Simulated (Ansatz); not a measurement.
Consider F2O2V (charge −1).

The calculation's input:

```
crystal:
  periodic: [false, false, false]
  atoms:
    - {symbol: V, position_ang: [0.041117, -0.000196, 0.028699]}
    - {symbol: O, position_ang: [0.057185, -0.016181, 1.652928]}
    - {symbol: O, position_ang: [1.571376, 0.008474, -0.516156]}
    - {symbol: F, position_ang: [-0.837997, 1.472262, -0.568254]}
    - {symbol: F, position_ang: [-0.831690, -1.464359, -0.597217]}
basis:
  gaussian: {orbitals: def2-TZVPD, initial_orbitals: start.molden}
total_charge: -1
hamiltonian: {xc: pbe0, dispersion: d4}
scf: {omitted_lower_state_checks: [starts]}
output: {forces: true, orbitals: {seedname: orbitals}}
```

Run with:

```sh
ansatz run in.yaml --threads 4 --pin off --events-out ev --progress --plain --max-ram 3916MiB
```

Geometry: PBE-D4/def2-SVPD; not at a stationary point (largest force 1.3 eV/Å).

Method: Ansatz, RKS PBE0-D4/def2-TZVPD.

**What will maps of the electron density and electron localisation function show?**

V–O (1.62 Å): the density is about 1.8 e/Å³ at the midpoint; the ELF peaks at about 0.80 in the valence shell of O, 0.5 Å from its nucleus, and is about 0.35 at the midpoint.
V–F (1.82 Å): the density is about 0.88 e/Å³ at the midpoint; the ELF peaks at about 0.85 in the valence shell of F, 0.5 Å from its nucleus, and is about 0.20 at the midpoint.

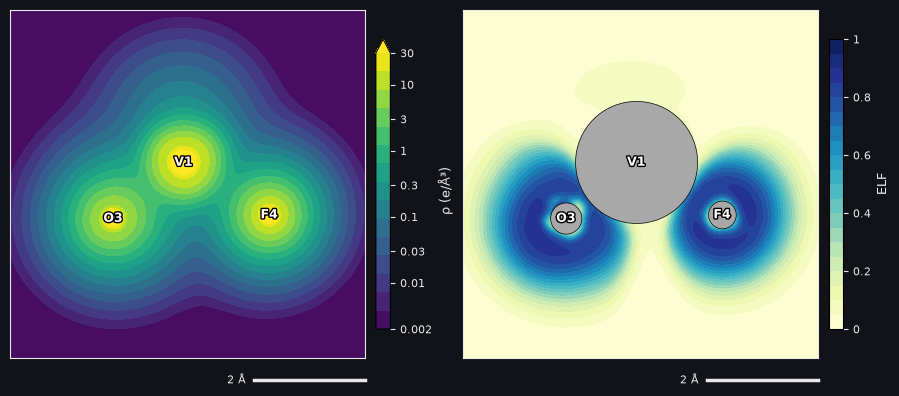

Computed electron density and electron localisation function on the plane of atoms O3, V1 and F4, in this order. Grey discs cover the atomic cores in the ELF map. 
